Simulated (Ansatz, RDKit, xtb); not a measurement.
# C4H7NO2Si: ranking a sample of isomers

A sample of isomers of C4H7NO2Si is drawn. Aim: find which of them has the lowest free energy at 298.15 K, then its properties. The sample is small against all isomers, and the most stable one of this formula need not be in it.

The funnel: GFN2-xTB relaxations, single points with a density functional, relaxations at PBE-D3(BJ)/def2-SVP, harmonic vibrations (at GFN2-xTB), and a last energy at a higher level. All values are calculated.

1 further run of the same task is left out (set aside as unsound or not needed).

## (1) Candidates

Isomers were taken from a list of plausible structures; this is a sample, not all of them. That gives 14 candidates.

```
label                       SMILES     spin
 c042         C=N[SiH2]/C=C/C(=O)O  singlet
 c064            C[Si@H](C#N)OCC=O  singlet
 c164            CC[Si@H](C#N)OC=O  singlet
 c310           O=CN[Si@@H]1C=CCO1  singlet
 c312            N[SiH2]c1ccc(O)o1  singlet
 c411              N#C[SiH]1OCCCO1  singlet
 c523           N#CC1(O[SiH2]O)CC1  singlet
 c589            CN1[SiH2]C=C1OC=O  singlet
 c621           O=CCO[Si@@H]1CC=N1  singlet
 c884            N#C[Si@]1(O)CCCO1  singlet
 c927       C/C(=N/C=O)C(=O)[SiH3]  singlet
 c928        N#CC[C@@H]1CO[SiH2]O1  singlet
 c966  N#C[C@@H]1CO[C@H]([SiH3])O1  singlet
 c979              N[SiH2]c1occc1O  singlet
```

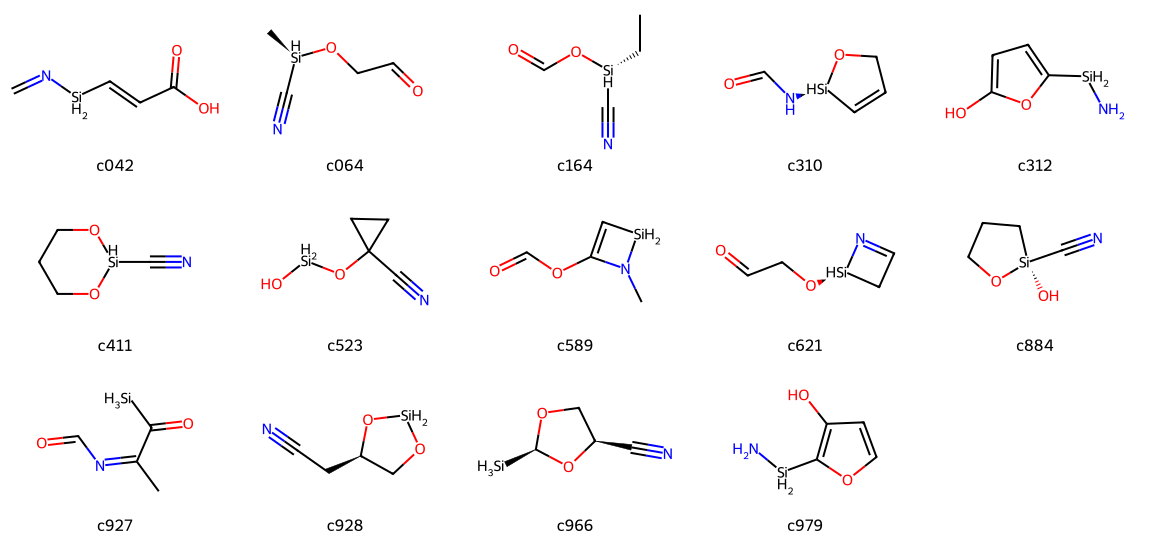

Structural formulas of the candidates.

Candidates are built by distance geometry, with a force field where one applies, in up to four conformers (letters a to d).

## (2) Search with GFN2-xTB

All 34 starts are relaxed the same way. One of them, c927a (taken from a list of plausible isomers, embedded by distance geometry and MMFF94), in full:

Input file start.xyz:

```xyz
15
c927a
C     -1.199244     0.339908    -0.658644
C     -0.319302    -0.364929     0.282416
C      1.016277    -2.128831     0.877015
C      0.005764     0.368385     1.554377
N      0.186214    -1.528079    -0.030041
O      0.715927    -2.327697     2.012697
O      1.097998     0.933776     1.695324
Si    -1.251174     0.316637     2.922605
H     -2.245084     0.367461    -0.254060
H     -0.846615     1.329407    -0.798312
H     -1.223211    -0.154331    -1.616621
H      1.968274    -2.566340     0.449593
H     -2.344133    -0.626183     2.690536
H     -1.912512     1.645724     3.001445
H     -0.661827     0.035800     4.273369
```

The run is started by

```console
$ xtb start.xyz --gfn 2 --opt
```

Standard output, shortened:

```text
* xtb version 6.7.1
[...]
          :  # basis functions                  45          :
[...]
          :  # electrons                        44          :
[...]
          :  Hamiltonian                  GFN2-xTB          :
[...]
          :  net charge                          0          :
          :  unpaired electrons                  0          :
[...]
   *** convergence criteria satisfied after 13 iterations ***
[...]
   *** GEOMETRY OPTIMIZATION CONVERGED AFTER 86 ITERATIONS ***
[...]
   *** convergence criteria satisfied after 3 iterations ***
[...]
         ::                     SUMMARY                     ::
         :::::::::::::::::::::::::::::::::::::::::::::::::::::
         :: total energy             -24.931363812485 Eh    ::
         :: gradient norm              0.000749380090 Eh/a0 ::
         :: HOMO-LUMO gap              2.826008357935 eV    ::
         ::.................................................::
         :: SCC energy               -25.239375675637 Eh    ::
         :: -> isotropic ES            0.052176724549 Eh    ::
         :: -> anisotropic ES          0.002218004279 Eh    ::
         :: -> anisotropic XC          0.009963937306 Eh    ::
         :: -> dispersion             -0.011032277151 Eh    ::
         :: repulsion energy           0.308011863153 Eh    ::
         :: add. restraining           0.000000000000 Eh    ::
         :: total charge               0.000000000000 e     ::
         :::::::::::::::::::::::::::::::::::::::::::::::::::::
[...]
        22        2.0000           -0.3648433              -9.9279 (HOMO)
        23                         -0.2609894              -7.1019 (LUMO)
[...]
     #   Z          covCN         q      C6AA      α(0)
     1   6          3.762    -0.101    22.482     6.759
     2   6          2.924     0.016    27.657     8.624
     3   6          2.796     0.187    24.000     8.025
     4   6          1.853     0.236    25.646     8.180
     5   7          1.831    -0.229    26.850     7.679
     6   8          1.625    -0.363    20.164     6.061
     7   8          0.856    -0.232    18.589     5.781
     8  14          3.576     0.514    98.144    19.051
     9   1          0.925     0.065     2.143     2.289
    10   1          0.925     0.046     2.376     2.411
    11   1          0.925     0.067     2.118     2.276
    12   1          0.926     0.028     2.609     2.526
    13   1          0.918    -0.083     5.009     3.500
    14   1          0.918    -0.080     4.903     3.463
[...]
molecular dipole:
                 x           y           z       tot (Debye)
 q only:       -0.176      -0.418       0.135
   full:       -0.149      -0.389       0.240       1.222
molecular quadrupole (traceless):
[...]
          | TOTAL ENERGY              -24.931363812485 Eh   |
          | GRADIENT NORM               0.000749380090 Eh/α |
          | HOMO-LUMO GAP               2.826008357935 eV   |
           -------------------------------------------------
[...]
```

Wall time 0.68 s (4 threads of Arm Neoverse V1, shared host).

## (3) What the search left

34 of the 34 relaxations converged; 3 ended on a minimum already found. 31 distinct structures remain, the lowest 22 here:

```
label  start                         SMILES after     spin  energy (kcal/mol)           note
c928a  drawn                N#CC[C@@H]1CO[SiH2]O1  singlet                0.0               
c928c  drawn                N#CC[C@@H]1CO[SiH2]O1  singlet                0.9               
c523b  drawn                   N#CC1(O[SiH2]O)CC1  singlet               16.0               
c523a  drawn                   N#CC1(O[SiH2]O)CC1  singlet               16.8               
c411a  drawn                      N#C[SiH]1OCCCO1  singlet               17.0               
c523c  drawn                   N#CC1(O[SiH2]O)CC1  singlet               17.1               
c310a  drawn                   O=CN[Si@@H]1C=CCO1  singlet               17.2               
c884a  drawn                    N#C[Si@]1(O)CCCO1  singlet               20.2               
c884b  drawn                    N#C[Si@]1(O)CCCO1  singlet               20.6               
c927a  drawn                 CC(=C=O)/N=C\O[SiH3]  singlet               33.3  bonds changed
c312b  drawn                    N[SiH2]c1ccc(O)o1  singlet               37.8               
c312a  drawn                    N[SiH2]c1ccc(O)o1  singlet               39.1               
c979c  drawn                      N[SiH2]c1occc1O  singlet               40.9               
c979b  drawn                      N[SiH2]c1occc1O  singlet               41.4               
c312c  drawn                    N[SiH2]c1ccc(O)o1  singlet               41.6               
c979a  drawn                      N[SiH2]c1occc1O  singlet               41.9               
c164d  drawn                    CC[Si@H](C#N)OC=O  singlet               49.4               
c164b  drawn                    CC[Si@H](C#N)OC=O  singlet               49.5               
c164a  drawn                    CC[Si@H](C#N)OC=O  singlet               50.1               
c164c  drawn                    CC[Si@H](C#N)OC=O  singlet               50.3               
c589a  drawn  [CH3][N]1[SiH2][CH][C]1[O][CH][O] ‡  singlet               59.5               
c064d  drawn                    C[Si@H](C#N)OCC=O  singlet               63.8
```

‡ marks the bonded skeleton alone, with all bonds drawn single: no Lewis structure was assigned that passes a check against the bond lengths.

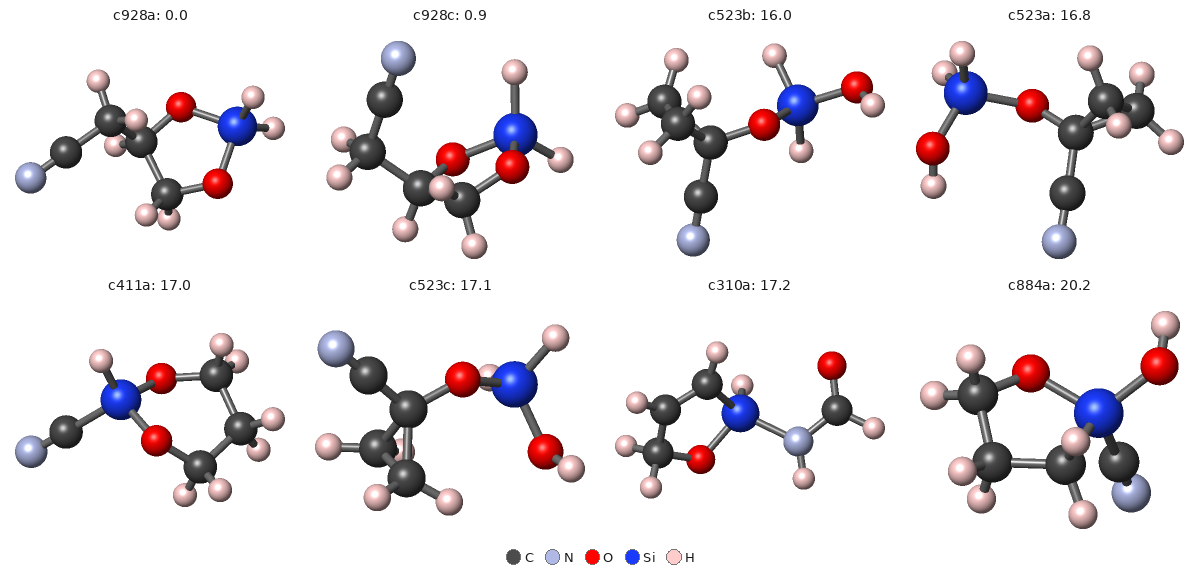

The 8 lowest minima that did not fall apart, with their GFN2-xTB energies in kcal/mol.

## (4) Single points on the low minima

A choice of the minima (the low ones first, few conformers of a pattern, up to a cap) and the lowest that fell apart get a single point at r2SCAN-D4/def2-SVP on the tight-binding geometry, and one at HF/STO-3G for comparison. The lowest singlets are also tried as triplets at the same geometry (label ending in t). Within 30 kcal/mol but not screened, among others: c523c. The first, c928a:

Input file input.yaml:

```yaml
basis:
  gaussian:
    orbitals: def2-SVP
crystal:
  periodic: [false, false, false]
  atoms:
    - {symbol: C, position_ang: [-2.223567, -1.778431, 2.077879]}
    - {symbol: C, position_ang: [-0.900039, -1.655178, 1.530373]}
    - {symbol: C, position_ang: [-0.317991, -0.253508, 1.780822]}
    - {symbol: C, position_ang: [-1.073919, 0.817052, 0.963928]}
    - {symbol: N, position_ang: [-3.276145, -1.860351, 2.516173]}
    - {symbol: O, position_ang: [-0.379604, 0.995869, -0.236206]}
    - {symbol: O, position_ang: [1.013512, -0.224111, 1.359005]}
    - {symbol: Si, position_ang: [1.170830, 0.473303, -0.122239]}
    - {symbol: H, position_ang: [-0.247063, -2.401832, 1.990476]}
    - {symbol: H, position_ang: [-0.932142, -1.835330, 0.451741]}
    - {symbol: H, position_ang: [-0.346403, -0.025564, 2.852460]}
    - {symbol: H, position_ang: [-1.098201, 1.764818, 1.511418]}
    - {symbol: H, position_ang: [-2.099178, 0.508809, 0.743515]}
    - {symbol: H, position_ang: [1.387327, -0.503985, -1.175726]}
    - {symbol: H, position_ang: [2.135290, 1.549174, 0.009610]}
hamiltonian:
  xc: r2scan
  dispersion: d4
scf:
  lower_state_search: "off"
```

The run is started by

```console
$ ansatz run input.yaml --threads 4 --pin off --max-ram 7830MiB --events-out events.jsonl --progress --plain --runs-dir runs
```

Standard output, shortened:

```text
Warning: RAYON_NUM_THREADS=4 ignored (pool sized by the plan → 4); use --threads N
Functional definition: r2SCAN
  name "r2SCAN"
[...]
1692 factors; their error is unknown
[...]
mean field -17708.44508686 eV, -650.7733537270 hartree, gradient 1.3e-6 eV, S^2 0.000000; 0 other end points of the search recorded, 0 dependent functions left out
reference -17708.44509761 eV, -650.7733541218 hartree; 34, 34 occupied and 117, 117 virtual orbitals, 1692 factors
Total energy: -17708.54926459 eV, -650.7771821877 hartree
Checks for a lower state left out: stability, starts, cluster_reference, orbital_swaps, neighbouring_geometries, increment
```

Run time: 2.3 s. Hardware: 4 threads of Arm Neoverse V1, shared host; peak memory 0.21 GiB.

Relative energies in kcal/mol, each column from its lowest structure that stays in one piece:

```
 label                 SMILES     spin  GFN2-xTB  HF/STO-3G  r2SCAN-D4/def2-SVP
 c884a      N#C[Si@]1(O)CCCO1  singlet      20.2        0.0                 0.0
 c884b      N#C[Si@]1(O)CCCO1  singlet      20.6        1.2                 0.5
 c310a     O=CN[Si@@H]1C=CCO1  singlet      17.2       44.5                15.0
 c411a        N#C[SiH]1OCCCO1  singlet      17.0        8.0                20.8
 c928a  N#CC[C@@H]1CO[SiH2]O1  singlet       0.0       23.8                30.1
 c928c  N#CC[C@@H]1CO[SiH2]O1  singlet       0.9       24.4                30.8
 c523a     N#CC1(O[SiH2]O)CC1  singlet      16.8       70.0                41.5
 c523b     N#CC1(O[SiH2]O)CC1  singlet      16.0       69.3                43.4
c310at     O=CN[Si@@H]1C=CCO1  triplet         –          –               112.5
c884at      N#C[Si@]1(O)CCCO1  triplet         –          –               139.3
```

Measured from c884a, GFN2-xTB misplaces c928a by 50 kcal/mol against r2SCAN-D4/def2-SVP, so minima dropped on its energies alone could hide the lowest isomer.

## (5) Relaxing the best candidates

3 candidates are relaxed at PBE-D3(BJ)/def2-SVP (chosen among the lowest in one piece, one conformer a pattern). The first, c884a:

Input file input.yaml:

```yaml
crystal:
  periodic: [false, false, false]
  atoms:
    - {symbol: C, position_ang: [-0.541504, -3.660050, -2.061033]}
    - {symbol: C, position_ang: [-0.327573, -2.297088, 0.764319]}
    - {symbol: C, position_ang: [-1.067770, -0.995625, 0.445231]}
    - {symbol: C, position_ang: [-0.194190, -0.194251, -0.526215]}
    - {symbol: N, position_ang: [-1.197756, -4.295116, -2.750849]}
    - {symbol: O, position_ang: [2.006293, -3.249322, -0.829584]}
    - {symbol: O, position_ang: [0.478612, -1.071905, -1.403396]}
    - {symbol: Si, position_ang: [0.512016, -2.627788, -0.902060]}
    - {symbol: H, position_ang: [2.653467, -3.046111, -1.501102]}
    - {symbol: H, position_ang: [-1.012736, -3.060994, 1.119372]}
    - {symbol: H, position_ang: [0.417591, -2.133850, 1.542286]}
    - {symbol: H, position_ang: [-2.010107, -1.235284, -0.050829]}
    - {symbol: H, position_ang: [-1.286762, -0.407589, 1.336034]}
    - {symbol: H, position_ang: [0.565511, 0.376693, 0.019273]}
    - {symbol: H, position_ang: [-0.787883, 0.497527, -1.128949]}
basis:
  gaussian: {orbitals: def2-SVP}
hamiltonian: {xc: pbe, dispersion: d3bj}
scf: {lower_state_search: off}
relax: {f_tol: 0.006}
```

The run is started by

```console
$ ansatz run input.yaml --threads 4 --pin off --max-ram 7830MiB --events-out events.jsonl --progress --plain --runs-dir runs
```

Standard output, shortened:

```text
Warning: RAYON_NUM_THREADS=4 ignored (pool sized by the plan → 4); use --threads N
[...]
Functional definition: PBE
  name "PBE"
[...]
1692 factors; their error is unknown
[...]
mean field -17700.06466386 eV, -650.4653788620 hartree, gradient 4.3e-6 eV, S^2 0.000000; 0 other end points of the search recorded, 0 dependent functions left out
[...]
reference -17700.06470017 eV, -650.4653801963 hartree; 34, 34 occupied and 117, 117 virtual orbitals, 1692 factors
relax step   1: F+E_penalty+E_count = -17700.45988289 eV  Δ(F+E_penalty+E_count) = +0.000e0 eV  max|allowed force component| = 2.253e0 eV/Å  Δτ_max = 0.0000 Å  (21 SCF iters, accepted)
[...]
relax step   4: F+E_penalty+E_count = -17700.68527509 eV  Δ(F+E_penalty+E_count) = -1.547e-2 eV  max|allowed force component| = 9.302e-2 eV/Å  Δτ_max = 0.0719 Å  (21 SCF iters, accepted)
[...]
Atom 6 at     0.306835    -1.010832    -1.512952 Å, force     0.000756     0.001077    -0.000305 eV/Å
Atom 7 at     0.477771    -2.571432    -0.907947 Å, force     0.000646     0.002315     0.001448 eV/Å
Atom 8 at     2.479244    -3.413018    -1.579032 Å, force     0.000790    -0.000043    -0.000711 eV/Å
Atom 9 at    -1.020083    -3.091205     1.092178 Å, force    -0.000354     0.000406     0.000654 eV/Å
Atom 10 at     0.455480    -2.167423     1.509634 Å, force    -0.000202    -0.000709    -0.000210 eV/Å
Atom 11 at    -2.062539    -1.157818     0.004906 Å, force     0.000297     0.001099    -0.000469 eV/Å
Atom 12 at    -1.278219    -0.372577     1.403919 Å, force     0.000236    -0.000359     0.000289 eV/Å
Atom 13 at     0.620779     0.372605     0.025119 Å, force     0.001508    -0.001903     0.000049 eV/Å
Atom 14 at    -0.814433     0.661047    -1.013543 Å, force    -0.001491    -0.000731    -0.000960 eV/Å
Dipole moment:     0.193589     0.393080     0.520785 e Å
Checks for a lower state left out: stability, starts, cluster_reference, orbital_swaps, neighbouring_geometries, increment
```

It took 23 s on 4 threads of Arm Neoverse V1, shared host; peak memory 0.2 GiB.

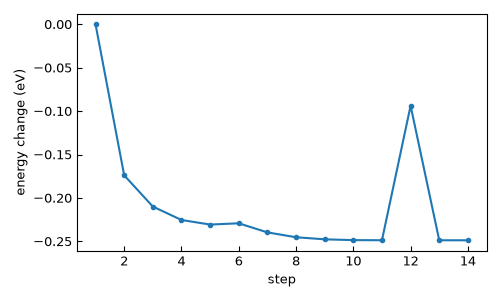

Energy along the run, all evaluated steps.

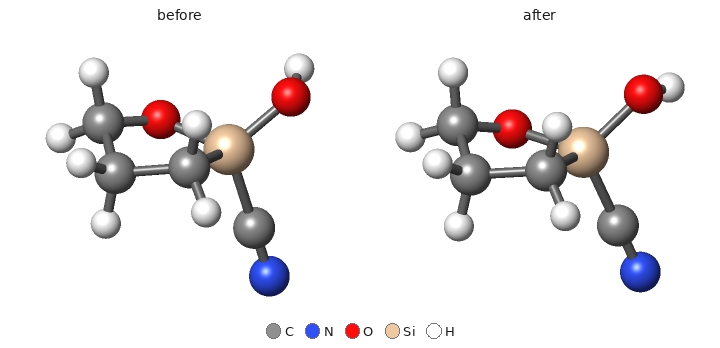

Before and after, at one scale.

After the run. Bond lengths: C2–C3 1.547 Å, C3–C4 1.542 Å, C1–N5 1.174 Å, C4–O7 1.437 Å, C1–Si8 1.867 Å, C2–Si8 1.873 Å, O6–Si8 1.664 Å, O7–Si8 1.682 Å, O6–H9 0.973 Å, C2–H10 1.106 Å, C2–H11 1.112 Å, C3–H12 1.111 Å, C3–H13 1.110 Å, C4–H14 1.115 Å, C4–H15 1.109 Å. Some angles: C2–C3–C4 108.0°, C3–C2–Si8 100.7°, C3–C4–O7 108.9°, N5–C1–Si8 178.4°, C4–O7–Si8 110.8°, C1–Si8–C2 116.7°, C1–Si8–O6 107.3°, C1–Si8–O7 107.0°, C2–Si8–O6 112.7°, C2–Si8–O7 97.5°.

## (6) After refinement

```
label     spin  r2SCAN-D4/def2-SVP (kcal/mol)  PBE-D3(BJ)/def2-SVP, relaxed (kcal/mol)  time
c884a  singlet                            0.0                                      0.0  23 s
c310a  singlet                           15.0                                     12.5  19 s
c411a  singlet                           20.8                                     16.4  53 s
```

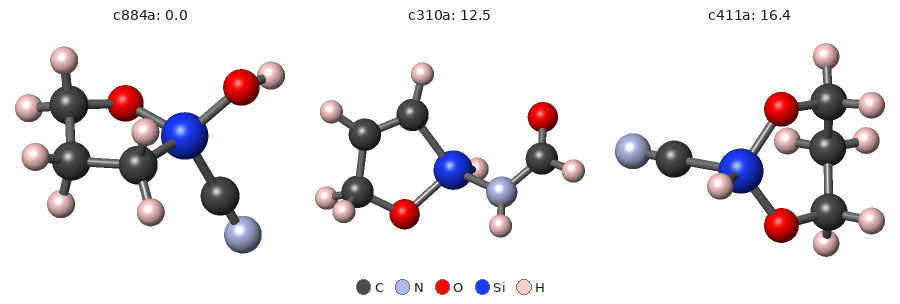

The relaxed structures, with energies at PBE-D3(BJ)/def2-SVP in kcal/mol.

## (7) Harmonic analysis of the finalists

The lowest few in one piece go on as finalists. In this search the thermal terms come from GFN2-xTB at its own nearest minimum. The first, c884a:

Input file start.xyz:

```xyz
15
c884a
C     -0.399642    -3.716692    -2.092513
C     -0.347035    -2.282777     0.749004
C     -1.078742    -0.947888     0.475975
C     -0.220712    -0.128381    -0.508451
N     -0.955050    -4.458680    -2.812786
O      2.043555    -3.115682    -0.761012
O      0.306835    -1.010832    -1.512952
Si     0.477771    -2.571432    -0.907947
H      2.479244    -3.413018    -1.579032
H     -1.020083    -3.091205     1.092178
H      0.455480    -2.167423     1.509634
H     -2.062539    -1.157818     0.004906
H     -1.278219    -0.372577     1.403919
H      0.620779     0.372605     0.025119
H     -0.814433     0.661047    -1.013543
```

The run is started by

```console
$ xtb start.xyz --gfn 2 --ohess tight
```

Standard output, shortened:

```text
* xtb version 6.7.1
[...]
          :  # basis functions                  45          :
[...]
          :  # electrons                        44          :
[...]
          :  Hamiltonian                  GFN2-xTB          :
[...]
          :  net charge                          0          :
          :  unpaired electrons                  0          :
[...]
   *** convergence criteria satisfied after 14 iterations ***
[...]
   *** GEOMETRY OPTIMIZATION CONVERGED AFTER 76 ITERATIONS ***
[...]
   *** convergence criteria satisfied after 3 iterations ***
[...]
         ::                     SUMMARY                     ::
         :::::::::::::::::::::::::::::::::::::::::::::::::::::
         :: total energy             -24.952630470522 Eh    ::
         :: gradient norm              0.000203683693 Eh/a0 ::
         :: HOMO-LUMO gap              4.304151453409 eV    ::
         ::.................................................::
         :: SCC energy               -25.260069960792 Eh    ::
         :: -> isotropic ES            0.066383466440 Eh    ::
         :: -> anisotropic ES          0.001634721083 Eh    ::
         :: -> anisotropic XC          0.019444757263 Eh    ::
         :: -> dispersion             -0.010843328909 Eh    ::
         :: repulsion energy           0.307439490270 Eh    ::
         :: add. restraining           0.000000000000 Eh    ::
         :: total charge              -0.000000000000 e     ::
         :::::::::::::::::::::::::::::::::::::::::::::::::::::
[...]
        22        2.0000           -0.4029675             -10.9653 (HOMO)
        23                         -0.2447927              -6.6611 (LUMO)
[...]
molecular dipole:
                 x           y           z       tot (Debye)
 q only:        0.619       0.562       0.880
   full:        0.822       1.207       1.403       5.147
molecular quadrupole (traceless):
[...]
          | TOTAL ENERGY              -24.952630470520 Eh   |
          | TOTAL ENTHALPY            -24.832480875973 Eh   |
          | TOTAL FREE ENERGY         -24.876993768499 Eh   |
          | GRADIENT NORM               0.000203481004 Eh/α |
[...]
```

Wall time 0.63 s (4 threads of Arm Neoverse V1, shared host).

## (8) Zero-point energy and free-energy terms

As xtb prints them, at 298.15 K, with its own treatment of low modes:

```
label              SMILES     spin  lowest mode (cm⁻¹)  zero-point (kcal/mol)  G − E (kcal/mol)
c884a   N#C[Si@]1(O)CCCO1  singlet                  70                   69.0              47.5
c310a  O=CN[Si@@H]1C=CCO1  singlet                  53                   67.3              46.0
c411a     N#C[SiH]1OCCCO1  singlet                  53                   68.5              47.4
```

## (9) Energies at the top level

Single points at CCSD(T)/def2-SVP + MP2/def2-TZVPP - MP2/def2-SVP on the refined geometries decide the order.

c884a, CCSD(T)/def2-SVP:

Input file input.yaml:

```yaml
crystal:
  periodic: [false, false, false]
  atoms:
    - {symbol: C, position_ang: [-0.399642, -3.716692, -2.092513]}
    - {symbol: C, position_ang: [-0.347035, -2.282777, 0.749004]}
    - {symbol: C, position_ang: [-1.078742, -0.947888, 0.475975]}
    - {symbol: C, position_ang: [-0.220712, -0.128381, -0.508451]}
    - {symbol: "N", position_ang: [-0.955050, -4.458680, -2.812786]}
    - {symbol: O, position_ang: [2.043555, -3.115682, -0.761012]}
    - {symbol: O, position_ang: [0.306835, -1.010832, -1.512952]}
    - {symbol: Si, position_ang: [0.477771, -2.571432, -0.907947]}
    - {symbol: H, position_ang: [2.479244, -3.413018, -1.579032]}
    - {symbol: H, position_ang: [-1.020083, -3.091205, 1.092178]}
    - {symbol: H, position_ang: [0.455480, -2.167423, 1.509634]}
    - {symbol: H, position_ang: [-2.062539, -1.157818, 0.004906]}
    - {symbol: H, position_ang: [-1.278219, -0.372577, 1.403919]}
    - {symbol: H, position_ang: [0.620779, 0.372605, 0.025119]}
    - {symbol: H, position_ang: [-0.814433, 0.661047, -1.013543]}
basis:
  gaussian:
    orbitals: def2-SVP
magnetization:
  spin_polarized: false
correlation:
  method: ccsd_t
  frozen_orbitals: {O: 1, H: 0, Si: 5, "N": 1, C: 1}
```

The run is started by

```console
$ ansatz run input.yaml --threads 4 --pin off --max-ram 7830MiB --events-out events.jsonl --progress --plain --runs-dir runs
```

Standard output, shortened:

```text
Warning: RAYON_NUM_THREADS=4 ignored (pool sized by the plan → 4); use --threads N
Functional definition: HF
  name "HF"
[...]
1518 factors; integrals over basis functions are off by at most 1.1e-3 eV
[...]
mean field -17643.36256474 eV, -648.3816151536 hartree, gradient 1.5e-6 eV, S^2 0.000000; 0 other end points of the search recorded, 0 dependent functions left out
12 core orbitals not correlated: weight in the atoms' cores, before any rotation towards them, 1.000 or more for the frozen orbitals, at most 0.000 for the correlated occupied ones
reference -17643.36256474 eV, -648.3816151536 hartree; 22, 22 occupied and 117, 117 virtual orbitals, 1518 factors
second order -31.38696083 eV of doubles, -0.00000000 eV of singles
cycle   1  -31.64042395 eV  change   -2.5e-1 eV  update   1.4e-1
[...]
cycle   9  -32.73240386 eV  change   -5.9e-6 eV  update   2.9e-5
perturbative correction -1.08733359 eV, -0.0399587723 hartree
Total energy: -17677.18230219 eV, -649.6244675810 hartree
```

Wall time 47 s (4 threads of Arm Neoverse V1, shared host); peak memory 1.4 GiB.

(Part 1 of 2 ends here.)
